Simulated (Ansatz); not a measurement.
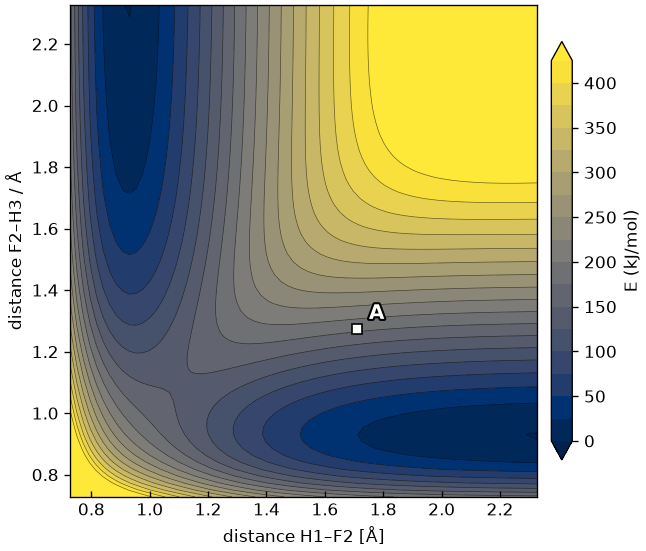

The system H + FH, spin multiplicity 2. The first coordinate is: distance H1–F2; the second: distance F2–H3. Nothing is relaxed (the angle H1–F2–H3 is fixed at 90 degrees). The scan uses a 17 × 17 grid; 153 points were computed and 136 follow by symmetry. All energies are given in kJ/mol relative to the lowest grid point. In part of the range the unrestricted reference is strongly spin-contaminated. The calculation used UKS B3LYP-D4/aug-cc-pVTZ (Ansatz).

The picture shows filled contours, one colour for all values above the top of the scale, the point A. Between grid points the surface is interpolated.

> Which way does the force act at A, and how strong is it?

A, at distance H1–F2 = 1.711 Å, distance F2–H3 = 1.274 Å, is not a stationary point. The computed force is 54 kJ/mol for each Å towards larger values of distance H1–F2 and 600 kJ/mol for each Å towards smaller values of distance F2–H3.
